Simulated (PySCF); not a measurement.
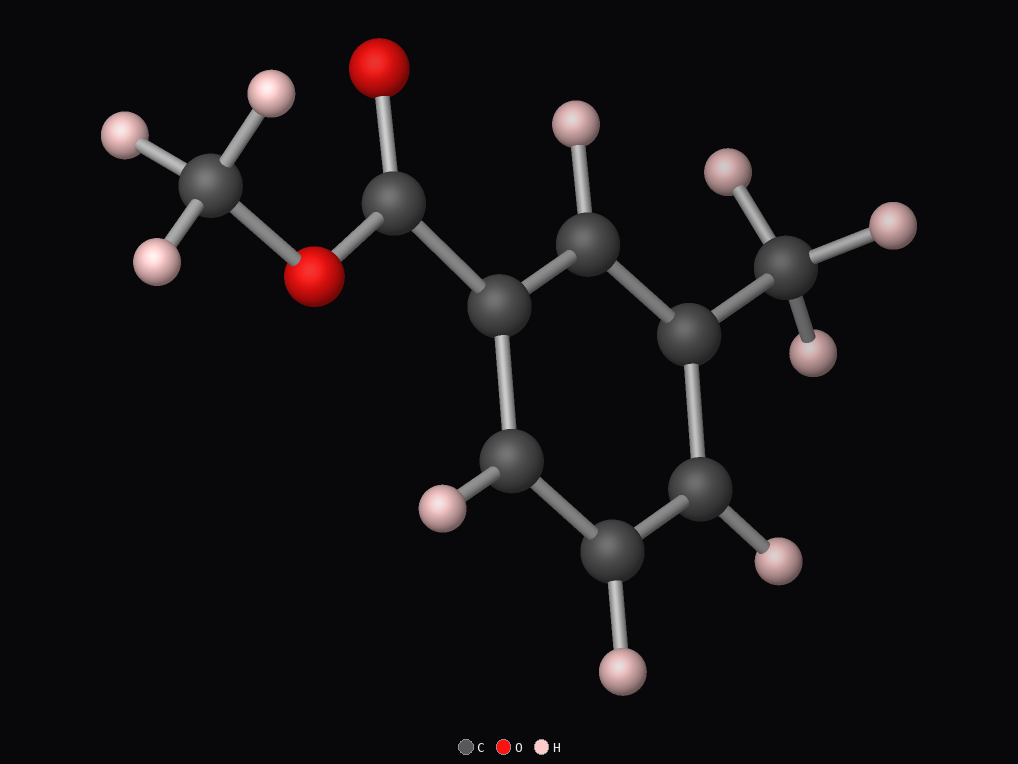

Ball-and-stick drawing of a structure.

The computed structure is the end point of a GFN2-xTB optimisation. No frequency run is at hand to confirm it as a minimum.

Identify the structure.

Formula C₉H₁₀O₂. Its SMILES string is `COC(=O)c1cccc(C)c1`. Independent rings (smallest set): 1 of 6 members, 1 of them aromatic. Among its groups: ester. Coordination: 2 C tetrahedral; 1 O bent; 7 C trigonal planar.

The parts below concern this one geometry. Atoms keep their numbers from picture to picture.

Quadrupole coupling

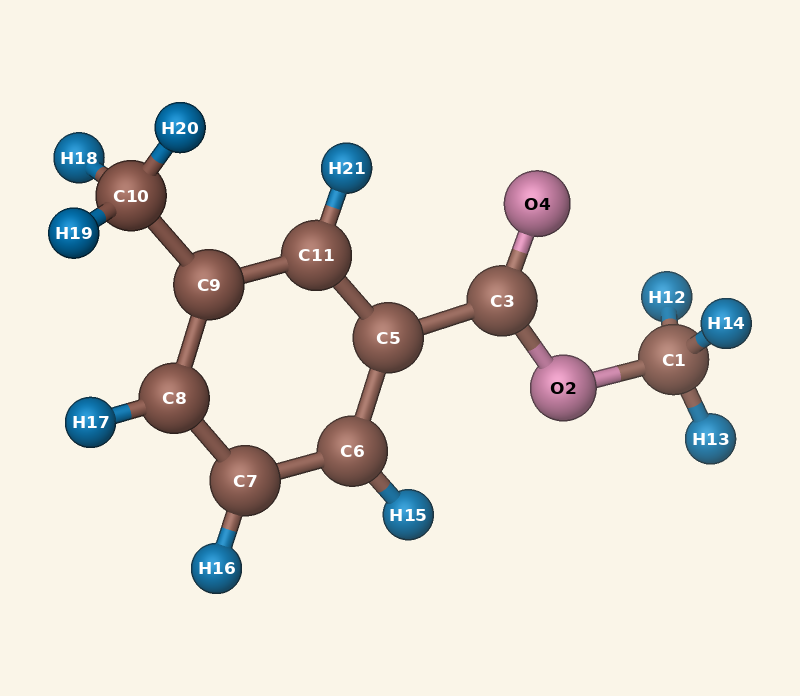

No frequency run is at hand to confirm it as a minimum. Electric field gradients from the ground-state density, PBE0/pcSseg-1 (PySCF 2.14.0), non-relativistic apart from any core potentials.

Give the largest field-gradient component, the quadrupole coupling constant and the asymmetry for 17O at O2 (Q = −25.6 mb), 17O at O4 (Q = −25.6 mb), 2H at H12 (Q = 2.86 mb), 2H at H13 (Q = 2.86 mb), 2H at H14 (Q = 2.86 mb), 2H at H15 (Q = 2.86 mb).

```json
{"atom": "O2", "V_zz (a.u.)": "1.741", "e²qQ/h (MHz)": "−10.47", "η": "0.41"}
{"atom": "O4", "V_zz (a.u.)": "−1.587", "e²qQ/h (MHz)": "9.55", "η": "0.13"}
{"atom": "H12", "V_zz (a.u.)": "0.296", "e²qQ/h (MHz)": "0.199", "η": "0.10"}
{"atom": "H13", "V_zz (a.u.)": "0.307", "e²qQ/h (MHz)": "0.206", "η": "0.08"}
{"atom": "H14", "V_zz (a.u.)": "0.296", "e²qQ/h (MHz)": "0.199", "η": "0.10"}
{"atom": "H15", "V_zz (a.u.)": "0.326", "e²qQ/h (MHz)": "0.219", "η": "0.04"}
```

Electronic properties

No frequency run is at hand to confirm it as a minimum. Properties computed with PBE0/pcSseg-1, gas phase (PySCF 2.14.0).

Computed properties:

- dipole moment: 1.72 D
- HOMO energy (Kohn–Sham orbital): −7.27 eV
- LUMO energy (Kohn–Sham orbital): −1.29 eV
- HOMO–LUMO gap: 5.98 eV

Ring current

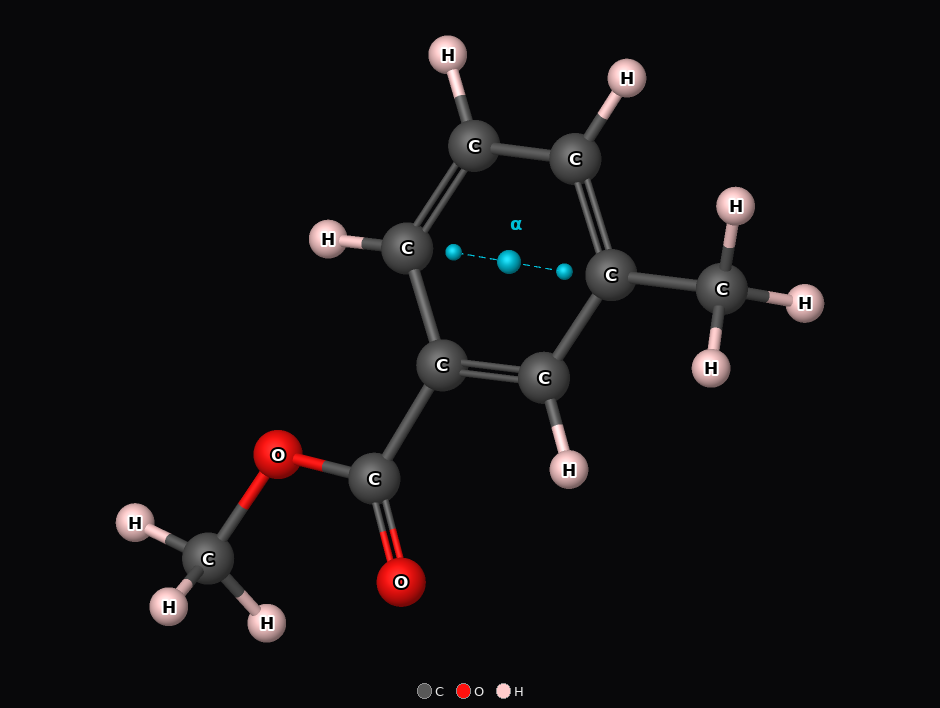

The small points mark where nucleus-independent chemical shifts (NICS) were computed: at the centre of each lettered ring and 1 Å above and below it. No frequency run is at hand to confirm it as a minimum. Properties computed with GIAO PBE0/pcSseg-1 NMR shielding, non-relativistic, gas phase (PySCF 2.14.0).

Give NICS(0), NICS(1) and the out-of-plane component NICS(1)zz for each ring (means of the two sides).

```json
{"ring": "α", "members": "C6", "NICS(0)": "−8.5", "NICS(1)": "−11.2", "NICS(1)zz": "−27.2"}
```

Values in ppm.

**What do the values say about the ring currents?**

Ring α: diatropic, as in an aromatic ring. NICS is one index among several.
